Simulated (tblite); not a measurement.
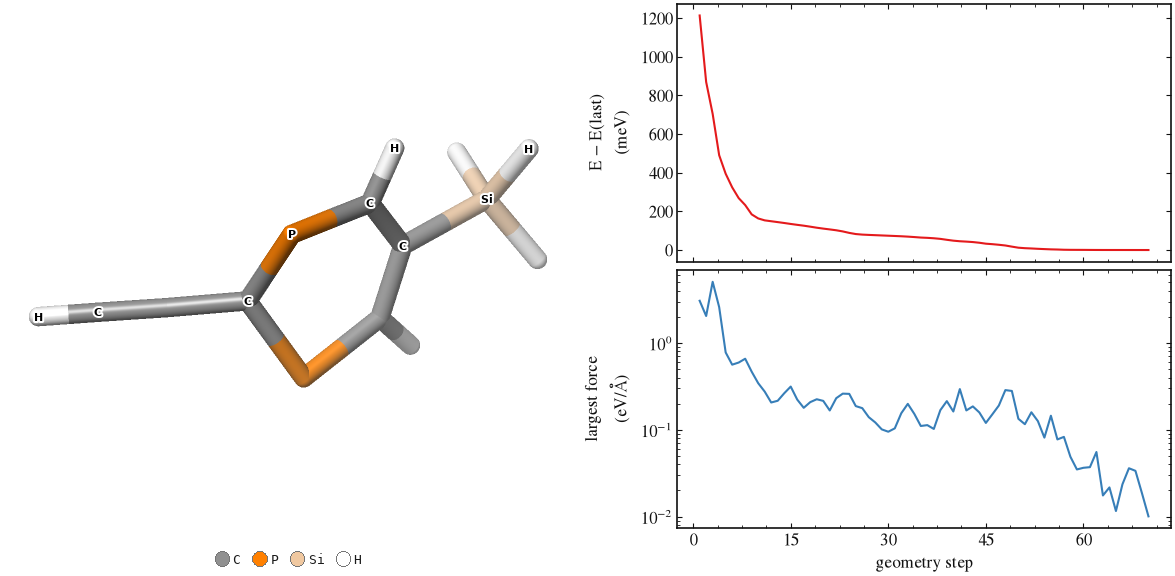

Beside the plot: the molecule at the start.

History of a geometry optimisation. C₆H₆P₂Si (SMILES C#Cc1pcc([SiH3])cp1); GFN2-xTB geometry optimisation, gas phase in tblite.

The optimisation met its thresholds at geometry 70, counting the start as the first. The energy fell by about 1200 meV from the first step to the last. The largest force goes from about 3.1 eV/Å at the start to 0.01 eV/Å at the end, with a peak of 5.1 eV/Å at step 3.
